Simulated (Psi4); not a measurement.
# InF (SMILES [F][In]) at 6 levels

We compute a comparison of 6 runs (HF/STO-3G, HF/3-21G, TPSSh/def2-TZVPP, wB97X-V/def2-TZVPP, OMP2/def2-TZVPP, MP3/def2-TZVPP) of InF. 

The calculation is run with Psi4 1.11.

1 further run of the same task is left out (set aside as unsound or not needed).

## (1) The system as given

InF has 2 atoms, charge 0, and is taken as a singlet. SMILES: `[F][In]`. The F1–In2 distance was set to 2.592 Å, away from the relaxed value.

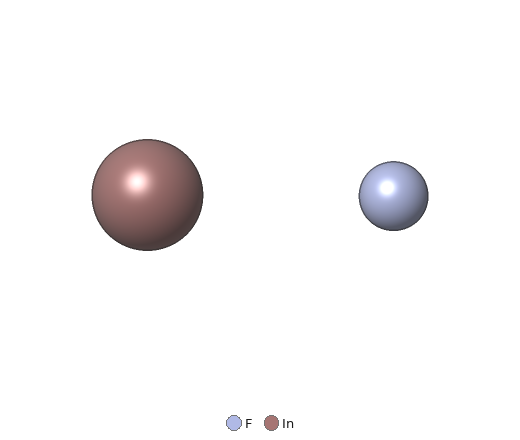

The structure, seen from a chosen angle (fluorine light blue, indium brown).

## (2) A single-point energy at HF/STO-3G (run 1)

Contents of calc.inp:

```
memory 2200 MB

molecule mol {
  0 1
  F      0.00000000     0.00000000    -1.10023634
  In     0.00000000     0.00000000     3.79755583
  units au
  symmetry c1
}

set basis STO-3G
set puream true
set e_convergence 1e-09
set d_convergence 1e-08
set scf_type pk

energy('hf')
print_variables()
```

The run is started by

```
$ psi4 -n 1 calc.inp calc.out
```

calc.out:

```text
[...]
  Running in c1 symmetry.
[...]
  Nuclear repulsion =   90.040570259640077
[...]
  Multiplicity = 1
[...]
  Nalpha       = 29
  Nbeta        = 29
[...]
    Number of basis functions: 32
[...]
   @RHF iter   1: -5780.70320021565203   -3.57868e+00   1.02548e-02 DIIS/ADIIS
[...]
   @RHF iter  10: -5780.76180715242481   -3.63798e-12   4.78379e-09 DIIS
[...]
    Orbital Energies [Eh]
    ---------------------
    Doubly Occupied:
       1A   -986.778065     2A   -145.918179     3A   -137.928253
       4A   -137.928253     5A   -137.927730     6A    -27.616055
       7A    -25.593462     8A    -24.632746     9A    -24.632746
      10A    -24.630196    11A    -16.499893    12A    -16.499893
      13A    -16.497635    14A    -16.497635    15A    -16.496867
      16A     -4.185573    17A     -3.002275    18A     -3.002275
      19A     -2.990698    20A     -1.203230    21A     -0.497963
      22A     -0.497963    23A     -0.488320    24A     -0.488320
      25A     -0.484888    26A     -0.281860    27A     -0.253794
      28A     -0.253794    29A     -0.134483
[...]
  @RHF Final Energy: -5780.76180715242481
   => Energetics <=
    Nuclear Repulsion Energy =             90.0405702596400772
    One-Electron Energy =               -8193.9186682469553489
    Two-Electron Energy =                2323.1162908348906058
    Total Energy =                      -5780.7618071524248080
[...]
 Multipole Moments:
 ------------------------------------------------------------------------------------
     Multipole            Electronic (a.u.)      Nuclear  (a.u.)        Total (a.u.)
 ------------------------------------------------------------------------------------
 L = 1.  Multiply by 2.5417464519 to convert [e a0] to [Debye]
 Dipole X            :          0.0000000            0.0000000            0.0000000
 Dipole Y            :         -0.0000000            0.0000000           -0.0000000
 Dipole Z            :          4.9639922           -3.7752648            1.1887274
 Magnitude           :                                                    1.1887274
[...]
```

It took 3.3 s on 1 thread of Intel Xeon at 2.50GHz (Skylake/Cascade Lake), shared host; peak memory 0.19 GiB.

## (3) Energy and gradient at HF/3-21G (run 2)

Contents of calc.inp:

```
memory 2.2 GB

molecule molecule1 {
  0 1
  F
  In 1 R2

  R2 = 2.5918
  symmetry c1
}

set basis 3-21G
set reference rhf
set puream true
set e_convergence 1e-09
set d_convergence 1e-08
set scf_type pk

E, wfn = gradient("hf", return_wfn=True)
oeprop(wfn, "WIBERG_LOWDIN_INDICES", "LOWDIN_CHARGES", "MAYER_INDICES", title="HF")
```

The run is started by

```
$ psi4 calc.inp calc.out -n 1
```

calc.out:

```text
[...]
  Running in c1 symmetry.
[...]
  Nuclear repulsion =   90.040570223578200
[...]
  Multiplicity = 1
[...]
  Nalpha       = 29
  Nbeta        = 29
[...]
    Number of basis functions: 40
[...]
   @RHF iter   1: -5813.45942713360364   -4.39819e+00   1.42277e-02 DIIS/ADIIS
[...]
   @RHF iter  11: -5813.60763487805343   -1.81899e-12   7.04725e-10 DIIS
[...]
    Orbital Energies [Eh]
    ---------------------
    Doubly Occupied:
       1A   -991.719744     2A   -148.690824     3A   -138.120839
       4A   -138.120839     5A   -138.120570     6A    -29.577038
       7A    -25.892131     8A    -25.115376     9A    -25.115376
      10A    -25.113749    11A    -17.516393    12A    -17.516393
      13A    -17.515056    14A    -17.515056    15A    -17.514604
      16A     -5.024415    17A     -3.491869    18A     -3.491869
      19A     -3.485060    20A     -1.280100    21A     -1.122056
      22A     -1.122056    23A     -1.114614    24A     -1.114614
      25A     -1.111301    26A     -0.427476    27A     -0.385672
      28A     -0.385672    29A     -0.328535
[...]
  @RHF Final Energy: -5813.60763487805343
   => Energetics <=
    Nuclear Repulsion Energy =             90.0405702235782002
    One-Electron Energy =               -8213.1978204412625928
    Two-Electron Energy =                2309.5496153396302361
    Total Energy =                      -5813.6076348780534317
[...]
 Multipole Moments:
 ------------------------------------------------------------------------------------
     Multipole            Electronic (a.u.)      Nuclear  (a.u.)        Total (a.u.)
 ------------------------------------------------------------------------------------
 L = 1.  Multiply by 2.5417464519 to convert [e a0] to [Debye]
 Dipole X            :         -0.0000000            0.0000000           -0.0000000
 Dipole Y            :          0.0000000            0.0000000            0.0000000
 Dipole Z            :          6.0018672           -3.7752648            2.2266024
 Magnitude           :                                                    2.2266024
[...]
  -Total Gradient:
     Atom            X                  Y                   Z
    ------   -----------------  -----------------  -----------------
       1        0.000000000000    -0.000000000000    -0.074766041409
       2       -0.000000000000     0.000000000000     0.074766041682
[...]
```

Wall time 4.8 s (1 thread of Intel Xeon at 2.50GHz (Skylake/Cascade Lake), shared host); peak memory 0.19 GiB.

Runs 3 to 5 aren't shown in full; the table further down has their settings and results.

## (4) The energy at MP3/def2-TZVPP (core potential) (run 6)

Contents of input.json:

```json
{
 "schema_name": "qcschema_input",
 "schema_version": 1,
 "molecule": {
  "schema_name": "qcschema_molecule",
  "schema_version": 2,
  "symbols": ["F", "In"],
  "geometry": [0.0, 0.0, -1.10023634, 0.0, 0.0, 3.79755583],
  "molecular_charge": 0,
  "molecular_multiplicity": 1,
  "fix_symmetry": "c1"
 },
 "driver": "energy",
 "model": {
  "method": "mp3",
  "basis": "def2-TZVPP"
 },
 "keywords": {
  "puream": true,
  "e_convergence": 1e-09,
  "d_convergence": 1e-08,
  "scf_type": "pk",
  "num_frozen_docc": 5,
  "mp_type": "conv"
 }
}
```

The run is started by

```
$ psi4 --qcschema input.json -n 1 --memory 2200MB
```

stdout:

```text
[...]
    !!!  WARNING: ECP capability is in beta. Please check occupations closely.  !!!
[...]
  Running in c1 symmetry.
[...]
  Nuclear repulsion =   38.588815825560033
[...]
  Multiplicity = 1
[...]
  Nalpha       = 15
  Nbeta        = 15
[...]
    Number of basis functions: 81
[...]
   @RHF iter   1:  -288.57105419630892   -1.48244e+00   7.26002e-03 DIIS/ADIIS
[...]
   @RHF iter  11:  -288.70467322358002   -3.87672e-11   7.36738e-09 DIIS
[...]
    Orbital Energies [Eh]
    ---------------------
    Doubly Occupied:
       1A    -26.087514     2A     -5.431569     3A     -3.686043
       4A     -3.686043     5A     -3.681073     6A     -1.333549
       7A     -1.071838     8A     -1.071838     9A     -1.066536
      10A     -1.066536    11A     -1.064773    12A     -0.473968
      13A     -0.438779    14A     -0.438779    15A     -0.389076
[...]
  @RHF Final Energy:  -288.70467322358002
   => Energetics <=
    Nuclear Repulsion Energy =             38.5888158255600331
    One-Electron Energy =                -552.6111503520248789
    Two-Electron Energy =                 225.3176613028848294
    Total Energy =                       -288.7046732235800164
[...]
 Multipole Moments:
 ------------------------------------------------------------------------------------
     Multipole            Electronic (a.u.)      Nuclear  (a.u.)        Total (a.u.)
 ------------------------------------------------------------------------------------
 L = 1.  Multiply by 2.5417464519 to convert [e a0] to [Debye]
 Dipole X            :         -0.0000000            0.0000000           -0.0000000
 Dipole Y            :          0.0000000            0.0000000            0.0000000
 Dipole Z            :         26.2843648          -23.2327857            3.0515791
 Magnitude           :                                                    3.0515791
[...]
	SCS-MP2 Total Energy (a.u.)        :  -289.19668312076146
	SOS-MP2 Total Energy (a.u.)        :  -289.18024908699368
[...]
	SOS-PI-MP2 Total Energy (a.u.)     :  -289.21683184571782
[...]
	MP2 Total Energy (a.u.)            :  -289.22955118829691
[...]
	SCS-MP3 Total Energy (a.u.)        :  -289.19192271142163
[...]
	MP3 Total Energy (a.u.)            :  -289.21050955093756
[...]
```

The result, in JSON:

```text
{
 "driver": "energy",
 "model": {
  "method": "mp3",
  "basis": "def2-TZVPP"
 },
 "success": true,
 "return_result": -289.21050955093756,
 "properties": {
  "calcinfo_nbasis": 81,
  "calcinfo_nmo": 81,
  "calcinfo_nalpha": 15,
  "calcinfo_nbeta": 15,
  "calcinfo_natom": 2,
  "nuclear_repulsion_energy": 38.58881582556003,
  "return_energy": -289.21050955093756,
  "scf_one_electron_energy": -552.6111503520249,
  "scf_two_electron_energy": 225.31766130288483,
  "scf_dipole_moment": [-1.062282015403485e-12, 1.005715624995979e-09, 3.051579097757969],
  "scf_total_energy": -288.70467322358,
  "scf_iterations": 11,
  "mp2_same_spin_correlation_energy": -0.1590503774756049,
  "mp2_opposite_spin_correlation_energy": -0.36582758724129555,
  "mp2_singles_energy": 0.0,
  "mp2_doubles_energy": -0.5248779647169004,
  "mp2_correlation_energy": -0.5248779647168931,
  "mp2_total_energy": -289.2295511882969
 }
}
```

Run time: 13 s. Hardware: 1 thread of Intel Xeon at 2.50GHz (Skylake/Cascade Lake), shared host; peak memory 0.47 GiB.

## (5) All runs side by side

```tsv
run	level	task	properties	energy (Eh)	dipole moment (D)	HOMO energy (eV)	LUMO energy (eV)	wall time
1	HF/STO-3G	energy	–	-5780.761807	3.02	-3.66	5.62	3.3 s
2	HF/3-21G	gradient	(wiberg, lowdin, mayer)	-5813.607635	5.66	-8.94	0.24	4.8 s
3	TPSSh/def2-TZVPP (core potential)	energy	–	-289.963932	6.72	-6.29	-2.58	23 s
4	wB97X-V/def2-TZVPP (core potential)	energy	–	-289.977228	7.15	-9.53	-0.57	27 s
5	OMP2/def2-TZVPP (core potential, density fitting for correlation)	energy	–	-289.243200	–	-10.59	-0.14	3.4 min
6	MP3/def2-TZVPP (core potential)	energy	–	-289.210510	–	-10.59	-0.14	13 s
```

## (6) Summary of results

```
                                          quantity          value
                               run 6: total energy  -289.21051 Eh
        run 6: HOMO energy (Hartree–Fock orbitals)      -10.59 eV
        run 6: LUMO energy (Hartree–Fock orbitals)       -0.14 eV
      run 6: HOMO–LUMO gap (Hartree–Fock orbitals)       10.45 eV
run 6: correlation energy (5 core orbitals frozen)     -505.8 mEh
```

Over runs 1, 2, 3, 4 the dipole moment (its size) runs from 3.02 D (HF/STO-3G) to 7.15 D (wB97X-V/def2-TZVPP). The two ends differ in method and basis and core potential. Over runs 1, 2, 3, 4 the HOMO–LUMO gap runs from 3.71 eV (TPSSh/def2-TZVPP) to 9.28 eV (HF/STO-3G). Totals of different functionals can't be ranked against each other. Some runs of one species differ in core potentials or relativity; totals across that change don't compare. In run 1 the basis is minimal, so the values are rough. In runs 1, 2 relativity is left out where basis or elements ask for it. All runs together took 4.6 min, the longest 3.4 min.
